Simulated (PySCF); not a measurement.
# C3H5ClOSi: electronic excitations at several levels of theory

How much do the electronic excitations of C3H5ClOSi (`O[Si@H]1CC=C1Cl`) depend on the level of theory, and what does each level cost?

Programs: PySCF 2.14.0, with density-fitted response routines of our own. Each step states its level of theory. These are calculated values for one molecule in the gas phase, unless marked as measured. Atoms are numbered from 0 throughout.

### Step 1. Starting geometry

11 atoms, charge 0, multiplicity 1; geometry from: GFN2-xTB. The atoms were then displaced at random by about 0.01 Å, so the start is not that level's minimum.

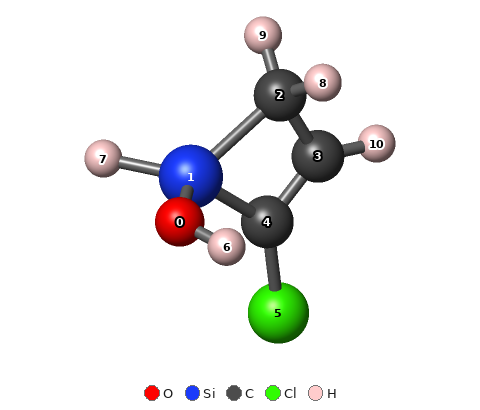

The starting geometry (oxygen red, silicon blue, carbon dark grey, chlorine green, hydrogen pink), atoms numbered; sticks join atoms by distance.

### Step 2. Relaxing the molecule at PBE0-D3(BJ)/def2-SVP

The job: settings as JSON, then the geometry in Å.

```
{"job": {"xc": "PBE0", "basis": "def2-SVP", "d3": "d3bj", "grid": 1, "shake": 0.01, "kind": "geom"}, "charge": 0, "multiplicity": 1}
O      2.350980     0.016650    -0.030560
Si     0.847620    -0.140830    -0.675960
C     -0.551910    -1.048560     0.308610
C     -1.266730     0.252790     0.377000
C     -0.518710     1.116650    -0.266130
Cl    -0.851690     2.800380    -0.531030
H      2.484270     0.339600     0.860790
H      1.171250    -0.495650    -2.046190
H     -0.272180    -1.424180     1.322660
H     -1.084460    -1.833520    -0.188010
H     -2.270330     0.390840     0.853170
```

On the command line:

```
$ OMP_NUM_THREADS=1 python probes_run.py task.json out
```

The driver reads the jobs from task.json and runs them one after another.

Standard output:

```text
step   0  E = -941.38237913  max force = 0.042371
step   1  E = -941.38708538  max force = 0.011142
step   2  E = -941.38881984  max force = 0.003720
step   3  E = -941.38906280  max force = 0.001551
step   4  E = -941.38909558  max force = 0.000924
step   5  E = -941.38911108  max force = 0.000510
step   6  E = -941.38911671  max force = 0.000312
optimisation converged
```

It took 40 s on 1 thread of Arm Neoverse V1, shared host; peak memory 0.52 GiB.

Step by step:

| step | energy from step 0 (eV) | largest force component (eV/Å) |
| --- | --- | --- |
| 0 | 0.0000 | 2.1788 |
| 1 | -0.1281 | 0.5729 |
| 2 | -0.1753 | 0.1913 |
| 3 | -0.1819 | 0.0798 |
| 4 | -0.1828 | 0.0475 |
| 5 | -0.1832 | 0.0262 |
| 6 | -0.1833 | 0.0160 |

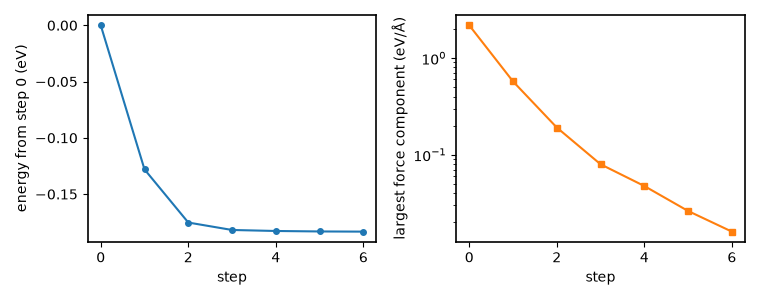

Energy and force, step by step.

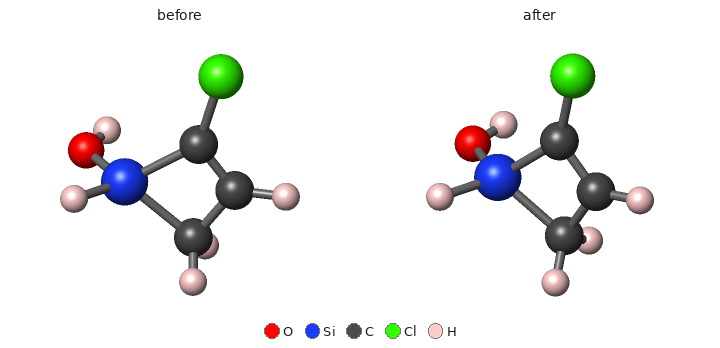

Before and after, at one scale.

Distances of close pairs at the start and the end, largest changes first:

| bond | before (Å) | after (Å) | change (Å) |
| --- | --- | --- | --- |
| C3–C4 | 1.311 | 1.351 | +0.040 |
| Si1–H7 | 1.452 | 1.486 | +0.034 |
| Si1–C4 | 1.902 | 1.869 | -0.032 |
| C2–H9 | 1.071 | 1.103 | +0.032 |
| Si1–C2 | 1.937 | 1.906 | -0.031 |
| C2–C3 | 1.486 | 1.516 | +0.030 |
| C4–Cl5 | 1.737 | 1.715 | -0.022 |
| C3–H10 | 1.119 | 1.098 | -0.021 |

The final coordinates are the input of the step that follows.

| at the end point | value |
| --- | --- |
| point group (found at 0.08 Å tolerance) | C1 |
| rotational constants (GHz, main isotopes) | 3.847, 1.591, 1.209 |
| dipole moment (D) | 2.04 |

### Step 3. Excited states and response: LDA/def2-SVPD

The job: settings as JSON, then the geometry in Å.

```
{"job": {"kind": "uv", "xc": "LDA", "basis": "def2-SVPD", "ip": true}, "charge": 0, "multiplicity": 1}
O      2.309712     0.072144     0.552740
Si     0.954753    -0.154435    -0.378372
C     -0.581962    -1.047220     0.310108
C     -1.320788     0.233028    -0.028118
C     -0.402574     1.128543    -0.453356
Cl    -0.671545     2.747982    -0.948290
H      2.183446     0.457306     1.425124
H      1.485558    -0.640817    -1.677842
H     -0.567594    -1.273891     1.389268
H     -0.943000    -1.941464    -0.224284
H     -2.406130     0.385663     0.041641
```

With the program's defaults for keys left out, this is: TDDFT LDA/def2-SVPD, vertical, gas phase, core orbitals frozen in the response.

Standard output:

```text
coarse grid: 10696 points
cycle   1  E = -937.3770993802  dE =  6.861e-01  |g| = 8.388e-01  |ddm| = 5.499e+00
cycle   2  E = -936.8130167368  dE =  5.641e-01  |g| = 1.831e+00  |ddm| = 2.703e+00
cycle   3  E = -937.5088761139  dE = -6.959e-01  |g| = 2.564e-01  |ddm| = 1.821e+00
cycle   4  E = -937.5231237472  dE = -1.425e-02  |g| = 1.057e-01  |ddm| = 5.174e-01
cycle   5  E = -937.5256308410  dE = -2.507e-03  |g| = 4.079e-02  |ddm| = 2.128e-01
cycle   6  E = -937.5260522173  dE = -4.214e-04  |g| = 1.208e-02  |ddm| = 7.007e-02
cycle   7  E = -937.5260799170  dE = -2.770e-05  |g| = 6.114e-03  |ddm| = 2.292e-02
cycle   8  E = -937.5260896611  dE = -9.744e-06  |g| = 1.862e-03  |ddm| = 1.070e-02
final grid: 95368 points
cycle   9  E = -937.6502998435  dE = -2.327e-05  |g| = 5.038e-03  |ddm| = 6.977e-02
cycle  10  E = -937.6502627044  dE =  3.714e-05  |g| = 1.269e-02  |ddm| = 2.215e-02
cycle  11  E = -937.6503059853  dE = -4.328e-05  |g| = 1.813e-03  |ddm| = 1.669e-02
cycle  12  E = -937.6503068004  dE = -8.151e-07  |g| = 3.578e-04  |ddm| = 2.765e-03
cycle  13  E = -937.6503068336  dE = -3.320e-08  |g| = 1.126e-04  |ddm| = 7.541e-04
cycle  14  E = -937.6503068366  dE = -3.055e-09  |g| = 4.038e-05  |ddm| = 2.285e-04
cycle  15  E = -937.6503068370  dE = -3.574e-10  |g| = 1.023e-05  |ddm| = 6.119e-05
converged SCF energy = -937.6503068370

Static polarisability (au): isotropic 80.799, principal 62.294 83.180 96.923

Singlet excitations
state   eV       nm        f      main configurations
  1   5.1609    240.2   0.00079   H-1->L 0.94
  2   5.4082    229.3   0.05463   H->L 0.73, H->L+1 0.16
  3   5.4451    227.7   0.00217   H-2->L 0.96
  4   6.1790    200.7   0.05170   H->L+1 0.77, H->L 0.11
  5   6.3476    195.3   0.00824   H->L+3 0.87
  6   6.4153    193.3   0.00038   H-1->L+1 0.65, H->L+2 0.33
  7   6.4360    192.6   0.00097   H->L+2 0.54, H-1->L+1 0.31
  8   6.5528    189.2   0.00278   H-3->L 0.92
  9   6.6982    185.1   0.00345   H->L+4 0.94
 10   6.7862    182.7   0.00193   H-2->L+1 0.87, H-1->L+3 0.10

Triplet excitations (Tamm-Dancoff, eV): 4.0707 4.8708 5.2848 5.8566
Vertical ionisation energy (delta-SCF) = 9.4352 eV
Vertical electron affinity (delta-SCF) = -0.4727 eV
```

It took 98 s on 1 thread of Arm Neoverse V1, shared host; peak memory 0.53 GiB.

The orbitals next to the gap, with their largest atomic shares:

| orbital | eV | atoms |
| --- | --- | --- |
| HOMO−3 | -8.39 | Cl5 35 %, O0 33 %, C4 9 % |
| HOMO−2 | -7.27 | C2 30 %, O0 20 %, Si1 18 % |
| HOMO−1 | -6.92 | Cl5 43 %, C4 21 %, Si1 11 % |
| HOMO | -6.48 | Cl5 32 %, C3 25 %, C4 24 % |
| LUMO | -1.92 | C3 36 %, C4 28 %, Si1 9 % |
| LUMO+1 | -0.54 | O0 28 %, H6 19 %, Si1 19 % |
| LUMO+2 | -0.22 | Cl5 51 %, C4 21 %, Si1 5 % |

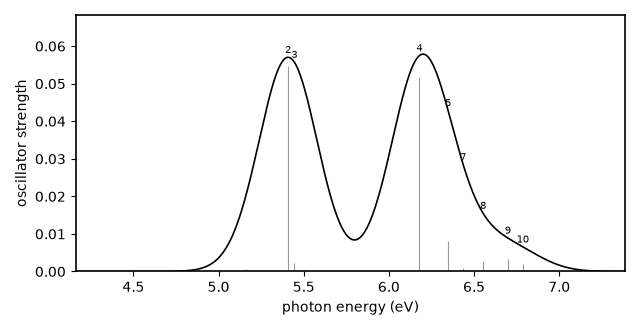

Absorption spectrum from the 10 singlet states computed; above the last one it falls off for lack of states. Lines are broadened to a width of 0.40 eV (Gaussian).

Further results of this job:

| property | computed |
| --- | --- |
| dipole moment (D) | 2.09 |
| polarisability (Å³) | 11.97 |
| HOMO–LUMO gap (eV) | 4.56 |
| −ε(HOMO) (eV) | 6.48 |

### Step 4. Excited states and response: PBE/def2-SVPD

Same as in step 3 but for these lines:

```diff
@@ -1,2 +1,2 @@
-{"job": {"kind": "uv", "xc": "LDA", "basis": "def2-SVPD", "ip": true}, "charge": 0, "multiplicity": 1}
+{"job": {"kind": "uv", "xc": "PBE", "basis": "def2-SVPD", "ip": true}, "charge": 0, "multiplicity": 1}
 O      2.309712     0.072144     0.552740
```

Level: TDDFT PBE/def2-SVPD, vertical, gas phase, core orbitals frozen in the response.

Standard output:

```text
coarse grid: 10696 points
cycle   1  E = -941.0279439004  dE =  6.943e-01  |g| = 8.337e-01  |ddm| = 5.589e+00
cycle   2  E = -940.4863133189  dE =  5.416e-01  |g| = 1.795e+00  |ddm| = 2.645e+00
cycle   3  E = -941.1583805743  dE = -6.721e-01  |g| = 2.494e-01  |ddm| = 1.766e+00
cycle   4  E = -941.1720539135  dE = -1.367e-02  |g| = 1.025e-01  |ddm| = 5.117e-01
cycle   5  E = -941.1744568827  dE = -2.403e-03  |g| = 3.918e-02  |ddm| = 2.181e-01
cycle   6  E = -941.1748553179  dE = -3.984e-04  |g| = 1.162e-02  |ddm| = 7.206e-02
cycle   7  E = -941.1748814798  dE = -2.616e-05  |g| = 5.712e-03  |ddm| = 2.227e-02
cycle   8  E = -941.1748901696  dE = -8.690e-06  |g| = 1.710e-03  |ddm| = 1.028e-02
final grid: 95368 points
cycle   9  E = -941.3272013652  dE = -8.738e-06  |g| = 1.237e-02  |ddm| = 8.139e-02
cycle  10  E = -941.3270644729  dE =  1.369e-04  |g| = 2.725e-02  |ddm| = 5.038e-02
cycle  11  E = -941.3272366588  dE = -1.722e-04  |g| = 2.810e-03  |ddm| = 3.476e-02
cycle  12  E = -941.3272384116  dE = -1.753e-06  |g| = 7.113e-04  |ddm| = 4.213e-03
cycle  13  E = -941.3272385407  dE = -1.291e-07  |g| = 3.364e-04  |ddm| = 1.597e-03
cycle  14  E = -941.3272385707  dE = -2.996e-08  |g| = 7.336e-05  |ddm| = 5.147e-04
cycle  15  E = -941.3272385719  dE = -1.244e-09  |g| = 1.600e-05  |ddm| = 1.240e-04
cycle  16  E = -941.3272385720  dE = -7.049e-11  |g| = 4.889e-06  |ddm| = 3.503e-05
converged SCF energy = -941.3272385720

Static polarisability (au): isotropic 80.178, principal 61.656 82.556 96.324

Singlet excitations
state   eV       nm        f      main configurations
  1   5.2432    236.5   0.00094   H-1->L 0.94
  2   5.4388    228.0   0.04855   H->L 0.69, H->L+1 0.21
  3   5.5481    223.5   0.00184   H-2->L 0.98
  4   6.1397    201.9   0.06126   H->L+1 0.74, H->L 0.16
  5   6.3264    196.0   0.00461   H->L+2 0.63, H->L+3 0.34
  6   6.3735    194.5   0.00111   H-1->L+1 0.93
  7   6.4282    192.9   0.00150   H->L+3 0.61, H->L+2 0.29
  8   6.6165    187.4   0.00323   H-3->L 0.94
  9   6.6684    185.9   0.00299   H->L+4 0.95
 10   6.7595    183.4   0.00372   H-2->L+1 0.91

Triplet excitations (Tamm-Dancoff, eV): 3.9284 4.9074 5.3603 5.7749
Vertical ionisation energy (delta-SCF) = 9.2550 eV
Vertical electron affinity (delta-SCF) = -0.6411 eV
```

Run time: 2.8 min. Hardware: 1 thread of Arm Neoverse V1, shared host; peak memory 0.65 GiB.

In short: HOMO -6.34 eV, LUMO -1.70 eV; lowest singlet 5.24 eV.

### Step 5. Ultraviolet spectrum: B3LYP/def2-SVPD

Same as in step 4 but for these lines:

```diff
@@ -1,2 +1,2 @@
-{"job": {"kind": "uv", "xc": "PBE", "basis": "def2-SVPD", "ip": true}, "charge": 0, "multiplicity": 1}
+{"job": {"kind": "uv", "xc": "B3LYP", "basis": "def2-SVPD", "ip": true}, "charge": 0, "multiplicity": 1}
 O      2.309712     0.072144     0.552740
```

Level: TDDFT B3LYP/def2-SVPD, vertical, gas phase, core orbitals frozen in the response.

Standard output:

```text
coarse grid: 10696 points
cycle   1  E = -941.6911806771  dE =  7.617e-01  |g| = 7.510e-01  |ddm| = 5.304e+00
cycle   2  E = -941.4719193094  dE =  2.193e-01  |g| = 1.292e+00  |ddm| = 2.083e+00
cycle   3  E = -941.8000933099  dE = -3.282e-01  |g| = 1.380e-01  |ddm| = 1.251e+00
cycle   4  E = -941.8041680543  dE = -4.075e-03  |g| = 5.188e-02  |ddm| = 2.754e-01
cycle   5  E = -941.8048294936  dE = -6.614e-04  |g| = 1.524e-02  |ddm| = 1.036e-01
cycle   6  E = -941.8048900595  dE = -6.057e-05  |g| = 3.893e-03  |ddm| = 2.893e-02
cycle   7  E = -941.8048932765  dE = -3.217e-06  |g| = 1.533e-03  |ddm| = 7.301e-03
final grid: 95368 points
cycle   8  E = -941.9279554966  dE = -1.816e-05  |g| = 5.551e-03  |ddm| = 6.074e-02
cycle   9  E = -941.9279394629  dE =  1.603e-05  |g| = 9.405e-03  |ddm| = 2.067e-02
cycle  10  E = -941.9279634357  dE = -2.397e-05  |g| = 1.162e-03  |ddm| = 1.381e-02
cycle  11  E = -941.9279637741  dE = -3.385e-07  |g| = 1.915e-04  |ddm| = 1.658e-03
cycle  12  E = -941.9279637821  dE = -8.018e-09  |g| = 9.359e-05  |ddm| = 4.629e-04
cycle  13  E = -941.9279637842  dE = -2.022e-09  |g| = 2.648e-05  |ddm| = 1.712e-04
cycle  14  E = -941.9279637843  dE = -1.587e-10  |g| = 7.211e-06  |ddm| = 3.975e-05
converged SCF energy = -941.9279637843

Static polarisability (au): isotropic 77.562, principal 60.173 79.742 92.772

Singlet excitations
state   eV       nm        f      main configurations
  1   5.7612    215.2   0.01294   H-1->L 0.77, H->L 0.20
  2   5.8522    211.9   0.07160   H->L 0.72, H-1->L 0.20
  3   6.1536    201.5   0.00268   H-2->L 0.98
  4   6.5654    188.8   0.05070   H->L+1 0.85
  5   6.6445    186.6   0.00522   H->L+2 0.68, H->L+3 0.24
  6   6.8702    180.5   0.00309   H->L+3 0.72, H->L+2 0.25
  7   7.0086    176.9   0.00777   H->L+4 0.94
  8   7.0208    176.6   0.00585   H-1->L+1 0.89
  9   7.3744    168.1   0.00789   H-2->L+1 0.74, H-3->L 0.18
 10   7.4137    167.2   0.02718   H-1->L+2 0.54, H-1->L+3 0.26

Triplet excitations (Tamm-Dancoff, eV): 3.9761 5.3874 5.9505 6.2554
Vertical ionisation energy (delta-SCF) = 9.4256 eV
```

Run time: 2.4 min. Hardware: 1 thread of Arm Neoverse V1, shared host; peak memory 0.81 GiB.

In short: HOMO -7.23 eV, LUMO -0.97 eV; lowest singlet 5.76 eV.

### Step 6. Excited states and response: PBE0/def2-SVPD

Same as in step 5 but for these lines:

```diff
@@ -1,2 +1,2 @@
-{"job": {"kind": "uv", "xc": "B3LYP", "basis": "def2-SVPD", "ip": true}, "charge": 0, "multiplicity": 1}
+{"job": {"kind": "uv", "xc": "PBE0", "basis": "def2-SVPD", "ip": true}, "charge": 0, "multiplicity": 1}
 O      2.309712     0.072144     0.552740
```

Method: TDDFT PBE0/def2-SVPD, vertical, gas phase, core orbitals frozen in the response.

Standard output:

```text
coarse grid: 10696 points
cycle   1  E = -941.1989944385  dE =  7.678e-01  |g| = 6.760e-01  |ddm| = 5.220e+00
cycle   2  E = -941.0666257523  dE =  1.324e-01  |g| = 1.066e+00  |ddm| = 1.772e+00
cycle   3  E = -941.2882280025  dE = -2.216e-01  |g| = 1.072e-01  |ddm| = 1.032e+00
cycle   4  E = -941.2906677442  dE = -2.440e-03  |g| = 3.935e-02  |ddm| = 2.150e-01
cycle   5  E = -941.2910470535  dE = -3.793e-04  |g| = 1.140e-02  |ddm| = 8.554e-02
cycle   6  E = -941.2910794940  dE = -3.244e-05  |g| = 3.228e-03  |ddm| = 2.269e-02
cycle   7  E = -941.2910816799  dE = -2.186e-06  |g| = 1.295e-03  |ddm| = 6.459e-03
final grid: 95368 points
cycle   8  E = -941.4051581098  dE = -1.322e-05  |g| = 7.913e-03  |ddm| = 5.919e-02
cycle   9  E = -941.4051350241  dE =  2.309e-05  |g| = 1.267e-02  |ddm| = 2.668e-02
cycle  10  E = -941.4051731887  dE = -3.816e-05  |g| = 1.021e-03  |ddm| = 1.631e-02
cycle  11  E = -941.4051734397  dE = -2.510e-07  |g| = 2.434e-04  |ddm| = 1.967e-03
cycle  12  E = -941.4051734523  dE = -1.263e-08  |g| = 1.016e-04  |ddm| = 4.864e-04
cycle  13  E = -941.4051734546  dE = -2.299e-09  |g| = 3.032e-05  |ddm| = 1.720e-04
cycle  14  E = -941.4051734548  dE = -2.367e-10  |g| = 6.643e-06  |ddm| = 5.665e-05
converged SCF energy = -941.4051734548

Static polarisability (au): isotropic 76.672, principal 59.480 78.853 91.683

Singlet excitations
state   eV       nm        f      main configurations
  1   5.8853    210.7   0.00876   H-1->L 0.85, H->L 0.12
  2   6.0143    206.1   0.09334   H->L 0.82, H-1->L 0.12
  3   6.2711    197.7   0.00308   H-2->L 0.98
  4   6.8271    181.6   0.01763   H->L+1 0.43, H->L+2 0.32, H->L+3 0.17
  5   6.8703    180.5   0.02506   H->L+1 0.48, H->L+3 0.25, H->L+2 0.22
  6   7.1013    174.6   0.00318   H->L+3 0.53, H->L+2 0.43
  7   7.2740    170.4   0.01226   H->L+4 0.92
  8   7.3043    169.7   0.00355   H-1->L+1 0.84
  9   7.5895    163.4   0.01448   H-3->L 0.53, H-1->L+2 0.12, H-1->L+3 0.11
 10   7.6168    162.8   0.03139   H-1->L+3 0.35, H-3->L 0.23, H-1->L+2 0.23

Triplet excitations (Tamm-Dancoff, eV): 3.9355 5.4344 6.0386 6.3977
Vertical ionisation energy (delta-SCF) = 9.4561 eV
```

It took 2.3 min on 1 thread of Arm Neoverse V1, shared host; peak memory 0.81 GiB.

In short: HOMO -7.48 eV, LUMO -0.76 eV; lowest singlet 5.89 eV.

### Step 7. Excited states and response: BHandHLYP/def2-SVPD

Same as in step 6 but for these lines:

```diff
@@ -1,2 +1,2 @@
-{"job": {"kind": "uv", "xc": "PBE0", "basis": "def2-SVPD", "ip": true}, "charge": 0, "multiplicity": 1}
+{"job": {"kind": "uv", "xc": "BHandHLYP", "basis": "def2-SVPD", "ip": true}, "charge": 0, "multiplicity": 1}
 O      2.309712     0.072144     0.552740
```

Level: TDDFT BHandHLYP/def2-SVPD, vertical, gas phase, core orbitals frozen in the response.

Standard output:

```text
coarse grid: 10696 points
cycle   1  E = -941.6155556509  dE =  8.834e-01  |g| = 6.279e-01  |ddm| = 4.906e+00
cycle   2  E = -941.5940121751  dE =  2.154e-02  |g| = 7.425e-01  |ddm| = 1.518e+00
cycle   3  E = -941.6991902227  dE = -1.052e-01  |g| = 6.489e-02  |ddm| = 7.548e-01
cycle   4  E = -941.7001166876  dE = -9.265e-04  |g| = 2.420e-02  |ddm| = 1.304e-01
cycle   5  E = -941.7002659052  dE = -1.492e-04  |g| = 6.270e-03  |ddm| = 5.754e-02
cycle   6  E = -941.7002763089  dE = -1.040e-05  |g| = 1.971e-03  |ddm| = 1.293e-02
cycle   7  E = -941.7002772621  dE = -9.532e-07  |g| = 7.019e-04  |ddm| = 4.525e-03
final grid: 95368 points
cycle   8  E = -941.7802238607  dE = -1.034e-05  |g| = 2.422e-03  |ddm| = 3.985e-02
cycle   9  E = -941.7802237416  dE =  1.191e-07  |g| = 2.521e-03  |ddm| = 8.244e-03
cycle  10  E = -941.7802254539  dE = -1.712e-06  |g| = 2.624e-04  |ddm| = 4.085e-03
cycle  11  E = -941.7802254680  dE = -1.407e-08  |g| = 1.408e-04  |ddm| = 5.433e-04
cycle  12  E = -941.7802254729  dE = -4.973e-09  |g| = 2.334e-05  |ddm| = 2.496e-04
cycle  13  E = -941.7802254731  dE = -1.546e-10  |g| = 7.937e-06  |ddm| = 6.163e-05
converged SCF energy = -941.7802254731

Static polarisability (au): isotropic 74.384, principal 58.116 76.288 88.749

Singlet excitations
state   eV       nm        f      main configurations
  1   6.2739    197.6   0.13109   H->L 0.85
  2   6.4386    192.6   0.01158   H-1->L 0.70, H-1->L+1 0.16
  3   6.9436    178.6   0.00403   H-2->L 0.84
  4   7.1017    174.6   0.00057   H->L+2 0.40, H->L+4 0.33, H->L+3 0.08
  5   7.1884    172.5   0.02489   H->L+1 0.75, H->L+3 0.09
  6   7.5365    164.5   0.00422   H->L+2 0.51, H->L+4 0.25, H->L+3 0.12
  7   7.6263    162.6   0.02342   H->L+3 0.60, H->L+4 0.21, H->L+1 0.10
  8   7.8875    157.2   0.00589   H-1->L+1 0.53, H-1->L+2 0.11, H-1->L 0.10
  9   7.9930    155.1   0.05113   H-1->L+4 0.35, H-1->L+3 0.18
 10   8.2461    150.4   0.00491   H-2->L+1 0.35, H-3->L 0.24

Triplet excitations (Tamm-Dancoff, eV): 3.9208 5.9255 6.6525 6.6980
Vertical ionisation energy (delta-SCF) = 9.4208 eV
```

It took 84 s on 1 thread of Arm Neoverse V1, shared host; peak memory 0.81 GiB.

In short: HOMO -8.44 eV, LUMO 0.22 eV; lowest singlet 6.27 eV.

### Step 8. Excited states and response: CAM-B3LYP/def2-SVPD

Same as in step 7 but for these lines:

```diff
@@ -1,2 +1,2 @@
-{"job": {"kind": "uv", "xc": "BHandHLYP", "basis": "def2-SVPD", "ip": true}, "charge": 0, "multiplicity": 1}
+{"job": {"kind": "uv", "xc": "CAM-B3LYP", "basis": "def2-SVPD", "ip": true}, "charge": 0, "multiplicity": 1}
 O      2.309712     0.072144     0.552740
```

With the program's defaults for keys left out, this is: TDDFT CAM-B3LYP/def2-SVPD, vertical, gas phase, core orbitals frozen in the response.

Standard output:

```text
coarse grid: 10696 points
cycle   1  E = -941.5974249119  dE =  8.733e-01  |g| = 6.806e-01  |ddm| = 4.999e+00
cycle   2  E = -941.5380242696  dE =  5.940e-02  |g| = 9.106e-01  |ddm| = 1.629e+00
cycle   3  E = -941.6924746318  dE = -1.545e-01  |g| = 7.111e-02  |ddm| = 8.356e-01
cycle   4  E = -941.6935635132  dE = -1.089e-03  |g| = 2.610e-02  |ddm| = 1.455e-01
cycle   5  E = -941.6937369094  dE = -1.734e-04  |g| = 6.804e-03  |ddm| = 5.596e-02
cycle   6  E = -941.6937499687  dE = -1.306e-05  |g| = 1.617e-03  |ddm| = 1.411e-02
cycle   7  E = -941.6937507885  dE = -8.198e-07  |g| = 4.929e-04  |ddm| = 4.421e-03
final grid: 95368 points
cycle   8  E = -941.8190274698  dE = -1.838e-05  |g| = 2.323e-03  |ddm| = 4.133e-02
cycle   9  E = -941.8190275291  dE = -5.932e-08  |g| = 2.302e-03  |ddm| = 7.753e-03
cycle  10  E = -941.8190289197  dE = -1.391e-06  |g| = 2.027e-04  |ddm| = 3.602e-03
cycle  11  E = -941.8190289275  dE = -7.812e-09  |g| = 1.561e-04  |ddm| = 5.012e-04
cycle  12  E = -941.8190289329  dE = -5.421e-09  |g| = 2.528e-05  |ddm| = 2.101e-04
cycle  13  E = -941.8190289331  dE = -1.733e-10  |g| = 8.615e-06  |ddm| = 5.848e-05
converged SCF energy = -941.8190289331

Static polarisability (au): isotropic 76.023, principal 59.463 78.196 90.412

Singlet excitations
state   eV       nm        f      main configurations
  1   6.0973    203.3   0.05005   H-1->L 0.45, H->L 0.42
  2   6.1826    200.5   0.07830   H->L 0.49, H-1->L 0.37
  3   6.5554    189.1   0.00403   H-2->L 0.89
  4   6.9748    177.8   0.00087   H->L+2 0.40, H->L+4 0.27, H->L+3 0.15
  5   7.0645    175.5   0.02371   H->L+1 0.72, H->L+4 0.09
  6   7.3925    167.7   0.00586   H->L+2 0.47, H->L+3 0.22, H->L+4 0.17
  7   7.4908    165.5   0.02327   H->L+3 0.40, H->L+4 0.33, H->L+1 0.10
  8   7.5421    164.4   0.00499   H-1->L+1 0.53, H-3->L 0.11
  9   7.7282    160.4   0.04517   H-1->L+3 0.31, H-1->L+4 0.24, H-1->L+2 0.14
 10   7.9052    156.8   0.00889   H-2->L+1 0.41, H-3->L 0.14, H-1->L+1 0.11

Triplet excitations (Tamm-Dancoff, eV): 3.9702 5.6699 6.3260 6.5324
Vertical ionisation energy (delta-SCF) = 9.5373 eV
```

Run time: 2.4 min. Hardware: 1 thread of Arm Neoverse V1, shared host; peak memory 0.91 GiB.

In short: HOMO -8.74 eV, LUMO 0.30 eV; lowest singlet 6.10 eV.

(Part 1 of 2 ends here.)
